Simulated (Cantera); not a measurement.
A closed system holds: 1 mol SiC, 2.7 mol O2, 110 mol H2, held at 0.230 Pa.

Equilibrium computed with Cantera from the NASA thermochemical tables; the gas is ideal and each condensed phase is pure. Candidate condensed phases: C, C6H6, C7H8, C8H18, H2O, Si, SiC, SiO2; 123 gas species. Kinetics and transport are ignored.

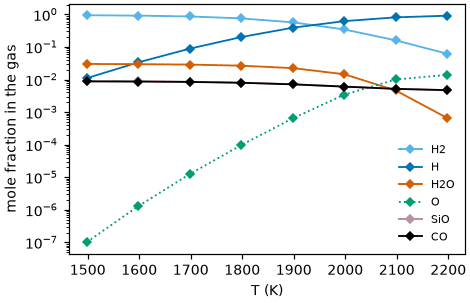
Equilibrium gas composition (values under 1e-9 drawn at 1e-9)

From 1498 K to 2198 K nothing is condensed. The main Si-bearing gas is SiO throughout.
